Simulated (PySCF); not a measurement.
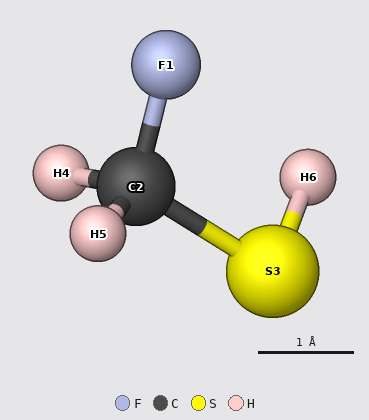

**Figure 1.** The structure as given in the input (ball-and-stick view, seen at a tilt; atoms are numbered from 1 in the order of the input). Bond lengths as drawn: C–F 1.36 Å, C–H 1.10 to 1.13 Å, C–S 1.81 Å and H–S 1.38 Å.

Geometry relaxation of CH3FS (part 1 of 2)

CH3FS, SMILES FCS, computed with HF/LANL08, RHF, dispersion D3(0), core potentials lanl08 (PySCF 2.14.0).

The geometry: force field. Figures and captions count atoms from 1; the log counts them from 0 in places.

### The program's output
```
#|     Arguments passed to driver run_optimizer():      |#
convergence_set           GAU_TIGHT
customengine              <pyscf.geomopt.geometric_solver.PySCFEngine object>
maxiter                   100
----------------------------------------------------------
Custom engine selected.
Bonds will be generated from interatomic distances less than 1.20 times sum of covalent radii
18 internal coordinates being used (instead of 18 Cartesians)
Internal coordinate system (atoms numbered from 1):
Distance 1-2
Distance 2-3
Distance 2-4
Distance 2-5
Distance 3-6
Angle 1-2-3
Angle 1-2-4
Angle 1-2-5
Angle 3-2-4
Angle 3-2-5
Angle 4-2-5
Angle 2-3-6
Dihedral 1-2-3-6
Dihedral 4-2-3-6
Dihedral 5-2-3-6
Translation-X 1-6
Translation-Y 1-6
Translation-Z 1-6
Rotation-A 1-6
Rotation-B 1-6
Rotation-C 1-6
<class 'geometric.internal.Distance'> : 5
<class 'geometric.internal.Angle'> : 7
<class 'geometric.internal.Dihedral'> : 3
<class 'geometric.internal.TranslationX'> : 1
<class 'geometric.internal.TranslationY'> : 1
<class 'geometric.internal.TranslationZ'> : 1
<class 'geometric.internal.RotationA'> : 1
<class 'geometric.internal.RotationB'> : 1
<class 'geometric.internal.RotationC'> : 1
> ===== Optimization Info: ====
> Job type: Energy minimization
> Maximum number of optimization cycles: 100
> Initial / maximum trust radius (Angstrom): 0.100 / 0.300
> Convergence Criteria:
> Will converge when all 5 criteria are reached:
>  |Delta-E| < 1.00e-06
>  RMS-Grad  < 1.00e-05
>  Max-Grad  < 1.50e-05
>  RMS-Disp  < 4.00e-05
>  Max-Disp  < 6.00e-05
> === End Optimization Info ===

Geometry optimization cycle 1
Cartesian coordinates (Angstrom)
 Atom        New coordinates             dX        dY        dZ
   F   0.701800   0.165900  -1.210500    0.000000  0.000000  0.000000
   C  -0.063700  -0.426100  -0.257600    0.000000  0.000000  0.000000
   S  -0.809500   0.800700   0.837600    0.000000 -0.000000  0.000000
   H   0.691700  -1.071400   0.288000    0.000000  0.000000  0.000000
   H  -0.841100  -1.024400  -0.751300    0.000000  0.000000  0.000000
   H   0.362800   1.491300   1.047700    0.000000  0.000000  0.000000

WARN: Mole.unit (angstrom) is changed to Bohr

converged SCF energy = -148.964828299655
--------------- DFRHF_Scanner gradients ---------------
         x                y                z
0 F     0.0060827375    -0.0076752331     0.0072119277
1 C    -0.0354026112     0.0343260412    -0.0011955291
2 S    -0.0144557064    -0.0162785255    -0.0050341060
3 H     0.0316780854    -0.0132459746     0.0088796592
4 H    -0.0072193234    -0.0077229799    -0.0105133000
5 H     0.0193168182     0.0105966719     0.0006513482
----------------------------------------------
cycle 1: E = -148.9648283  dE = -148.965  norm(grad) = 0.0710368
Step    0 : Gradient = 2.900e-02/4.933e-02 (rms/max) Energy = -148.9648282997
Hessian Eigenvalues: 2.30000e-02 5.00000e-02 5.00000e-02 ... 3.02377e-01 3.38814e-01 5.33306e-01

Geometry optimization cycle 2
Cartesian coordinates (Angstrom)
 Atom        New coordinates             dX        dY        dZ
   F   0.680366   0.165941  -1.282270   -0.021434  0.000041 -0.071770
   C  -0.007089  -0.435382  -0.270476    0.056611 -0.009282 -0.012876
   S  -0.785175   0.814438   0.805181    0.024325  0.013738 -0.032419
   H   0.640569  -1.079992   0.297350   -0.051131 -0.008592  0.009350
   H  -0.813051  -1.006531  -0.697759    0.028049  0.017869  0.053541
   H   0.326380   1.477526   1.101874   -0.036420 -0.013774  0.054174
converged SCF energy = -148.969886600304
--------------- DFRHF_Scanner gradients ---------------
         x                y                z
0 F     0.0000859214     0.0058276571    -0.0071655108
1 C     0.0037682018    -0.0033609053     0.0084259840
2 S     0.0035842576    -0.0008566127    -0.0005957849
3 H    -0.0058606473    -0.0018887628     0.0015028572
4 H     0.0014489181     0.0016240836     0.0001053942
5 H    -0.0030266516    -0.0013454599    -0.0022729397
----------------------------------------------
cycle 2: E = -148.9698866  dE = -0.0050583  norm(grad) = 0.016025
Step    1 : Displace = 6.069e-02/7.490e-02 (rms/max) Trust = 1.000e-01 (=) Grad = 6.542e-03/9.823e-03 (rms/max) E (change) = -148.9698866003 (-5.058e-03) Quality = 0.840
Hessian Eigenvalues: 2.21158e-02 5.00000e-02 5.00000e-02 ... 3.00830e-01 3.41244e-01 5.46775e-01

Geometry optimization cycle 3
Cartesian coordinates (Angstrom)
 Atom        New coordinates             dX        dY        dZ
   F   0.685392   0.143965  -1.285942    0.005026 -0.021976 -0.003672
   C  -0.017495  -0.433358  -0.279439   -0.010406  0.002024 -0.008963
   S  -0.789418   0.829882   0.796729   -0.004243  0.015443 -0.008452
   H   0.653868  -1.054706   0.285762    0.013299  0.025286 -0.011588
   H  -0.819851  -1.020939  -0.694915   -0.006800 -0.014408  0.002844
   H   0.329504   1.471156   1.131707    0.003124 -0.006370  0.029832
converged SCF energy = -148.970414203057
--------------- DFRHF_Scanner gradients ---------------
         x                y                z
0 F     0.0016495736     0.0008630809    -0.0009560865
1 C    -0.0013641465    -0.0018272003     0.0024133310
2 S     0.0016975610    -0.0000222531     0.0012047617
3 H    -0.0017496547     0.0006490326    -0.0015936303
4 H     0.0009660141    -0.0001353768    -0.0001100612
5 H    -0.0011993474     0.0004727166    -0.0009583147
----------------------------------------------
cycle 3: E = -148.970414203  dE = -0.000527603  norm(grad) = 0.00541328
Step    2 : Displace = 2.308e-02/3.078e-02 (rms/max) Trust = 1.414e-01 (+) Grad = 2.210e-03/3.320e-03 (rms/max) E (change) = -148.9704142031 (-5.276e-04) Quality = 1.134
Hessian Eigenvalues: 1.63172e-02 5.00000e-02 5.00000e-02 ... 2.95869e-01 3.39862e-01 5.21686e-01

Geometry optimization cycle 4
Cartesian coordinates (Angstrom)
 Atom        New coordinates             dX        dY        dZ
   F   0.677823   0.132800  -1.300967   -0.007569 -0.011165 -0.015025
   C  -0.016685  -0.429247  -0.284929    0.000810  0.004112 -0.005489
   S  -0.795322   0.844011   0.776543   -0.005903  0.014130 -0.020186
   H   0.665343  -1.035321   0.291370    0.011474  0.019384  0.005609
   H  -0.822047  -1.024588  -0.686401   -0.002197 -0.003650  0.008514
   H   0.332888   1.448345   1.158284    0.003384 -0.022811  0.026577
converged SCF energy = -148.97057895999
--------------- DFRHF_Scanner gradients ---------------
         x                y                z
0 F     0.0004910222    -0.0005153455     0.0010112782
1 C    -0.0005524530     0.0002421417    -0.0007840182
2 S    -0.0010945113    -0.0004213092     0.0008309633
3 H     0.0008695850    -0.0001207022    -0.0001327504
4 H    -0.0004205142     0.0002077221    -0.0003361335
5 H     0.0007068713     0.0006074931    -0.0005893395
----------------------------------------------
cycle 4: E = -148.97057896  dE = -0.000164757  norm(grad) = 0.00262892
Step    3 : Displace = 2.223e-02/3.509e-02 (rms/max) Trust = 2.000e-01 (+) Grad = 1.073e-03/1.437e-03 (rms/max) E (change) = -148.9705789600 (-1.648e-04) Quality = 1.392
Hessian Eigenvalues: 6.73713e-03 5.00000e-02 5.00000e-02 ... 3.29046e-01 3.50973e-01 5.68036e-01

Geometry optimization cycle 5
Cartesian coordinates (Angstrom)
 Atom        New coordinates             dX        dY        dZ
   F   0.665621   0.114408  -1.329291   -0.012201 -0.018392 -0.028324
   C  -0.014128  -0.423810  -0.293768    0.002556  0.005437 -0.008840
   S  -0.794395   0.867898   0.745737    0.000927  0.023886 -0.030806
   H   0.674340  -1.009335   0.296150    0.008997  0.025987  0.004780
   H  -0.820206  -1.033679  -0.671462    0.001841 -0.009091  0.014939
   H   0.330768   1.420518   1.206534   -0.002120 -0.027827  0.048250
converged SCF energy = -148.970698231553
--------------- DFRHF_Scanner gradients ---------------
         x                y                z
0 F    -0.0006725471    -0.0009745001     0.0019305632
1 C     0.0008452357     0.0000631659    -0.0026989185
2 S    -0.0009747578     0.0001322085     0.0005880406
3 H     0.0007985148     0.0001735996     0.0003305121
4 H    -0.0005864421     0.0001786584    -0.0002013548
5 H     0.0005899966     0.0004268677     0.0000511573
----------------------------------------------
cycle 5: E = -148.970698232  dE = -0.000119272  norm(grad) = 0.00402136
Step    4 : Displace = 3.444e-02/5.568e-02 (rms/max) Trust = 2.828e-01 (+) Grad = 1.642e-03/2.829e-03 (rms/max) E (change) = -148.9706982316 (-1.193e-04) Quality = 1.223
Hessian Eigenvalues: 5.24860e-03 5.00000e-02 5.00000e-02 ... 3.28246e-01 3.47992e-01 5.74411e-01

Geometry optimization cycle 6
Cartesian coordinates (Angstrom)
 Atom        New coordinates             dX        dY        dZ
   F   0.661238   0.109361  -1.340284   -0.004383 -0.005047 -0.010994
   C  -0.013240  -0.420505  -0.295101    0.000889  0.003305 -0.001333
   S  -0.793538   0.876988   0.734048    0.000857  0.009090 -0.011689
   H   0.676157  -1.001430   0.297398    0.001817  0.007905  0.001247
   H  -0.817696  -1.036766  -0.664571    0.002510 -0.003087  0.006892
   H   0.329078   1.408352   1.222411   -0.001690 -0.012166  0.015877
converged SCF energy = -148.97072213279
--------------- DFRHF_Scanner gradients ---------------
         x                y                z
0 F    -0.0004395426    -0.0004502491     0.0007882631
1 C     0.0008738600     0.0000805821    -0.0013800450
2 S    -0.0005814417     0.0002568813     0.0003525972
3 H     0.0001803969    -0.0000113831     0.0001977531
4 H    -0.0002230099     0.0001206985     0.0000596581
5 H     0.0001897374     0.0000034704    -0.0000182266
----------------------------------------------
cycle 6: E = -148.970722133  dE = -2.39012e-05  norm(grad) = 0.00209674
Step    5 : Displace = 1.247e-02/1.991e-02 (rms/max) Trust = 3.000e-01 (+) Grad = 8.560e-04/1.635e-03 (rms/max) E (change) = -148.9707221328 (-2.390e-05) Quality = 1.224
Hessian Eigenvalues: 5.31391e-03 5.00000e-02 5.00000e-02 ... 3.25960e-01 3.45467e-01 4.93868e-01

Geometry optimization cycle 7
Cartesian coordinates (Angstrom)
 Atom        New coordinates             dX        dY        dZ
   F   0.660190   0.109151  -1.342147   -0.001049 -0.000210 -0.001862
   C  -0.013767  -0.420024  -0.294616   -0.000528  0.000481  0.000485
   S  -0.792431   0.878631   0.731403    0.001107  0.001643 -0.002645
   H   0.676031  -1.000465   0.297486   -0.000126  0.000965  0.000088
   H  -0.816821  -1.038131  -0.663771    0.000875 -0.001365  0.000800
   H   0.328798   1.406839   1.225545   -0.000280 -0.001514  0.003134
converged SCF energy = -148.970725824589
--------------- DFRHF_Scanner gradients ---------------
         x                y                z
0 F    -0.0001698877    -0.0000257645     0.0001594076
1 C     0.0002033614    -0.0000275782    -0.0003291740
2 S     0.0000067561     0.0000845155     0.0000418405
3 H    -0.0000205479    -0.0000337531     0.0001034267
4 H    -0.0000072005    -0.0000155577    -0.0000019822
5 H    -0.0000124814     0.0000181381     0.0000264813
----------------------------------------------
cycle 7: E = -148.970725825  dE = -3.6918e-06  norm(grad) = 0.000477588
Step    6 : Displace = 2.334e-03/3.482e-03 (rms/max) Trust = 3.000e-01 (=) Grad = 1.950e-04/3.879e-04 (rms/max) E (change) = -148.9707258246 (-3.692e-06) Quality = 1.086
Hessian Eigenvalues: 5.56701e-03 4.99996e-02 5.00000e-02 ... 3.25764e-01 3.45839e-01 4.57538e-01

Geometry optimization cycle 8
Cartesian coordinates (Angstrom)
 Atom        New coordinates             dX        dY        dZ
   F   0.660582   0.109309  -1.341836    0.000392  0.000158  0.000311
   C  -0.013957  -0.419881  -0.294218   -0.000189  0.000143  0.000398
   S  -0.792638   0.878278   0.731717   -0.000207 -0.000353  0.000314
   H   0.675980  -1.000564   0.297230   -0.000051 -0.000099 -0.000256
   H  -0.816829  -1.037935  -0.663737   -0.000008  0.000197  0.000034
   H   0.328862   1.406793   1.224744    0.000064 -0.000046 -0.000801
converged SCF energy = -148.970726064358
--------------- DFRHF_Scanner gradients ---------------
         x                y                z
0 F    -0.0000064268    -0.0000023444    -0.0000038583
1 C     0.0000540433     0.0000005731     0.0000048003
2 S    -0.0000043676     0.0000226284     0.0000183517
3 H    -0.0000399948     0.0000051612    -0.0000198886
4 H     0.0000126955    -0.0000016013     0.0000174993
5 H    -0.0000159495    -0.0000244169    -0.0000169043
----------------------------------------------
cycle 8: E = -148.970726064  dE = -2.39769e-07  norm(grad) = 8.66124e-05
Step    7 : Displace = 5.035e-04/8.019e-04 (rms/max) Trust = 3.000e-01 (=) Grad = 3.536e-05/5.426e-05 (rms/max) E (change) = -148.9707260644 (-2.398e-07) Quality = 0.973
Hessian Eigenvalues: 5.40649e-03 5.00000e-02 5.00000e-02 ... 3.29442e-01 3.48839e-01 4.61528e-01
```
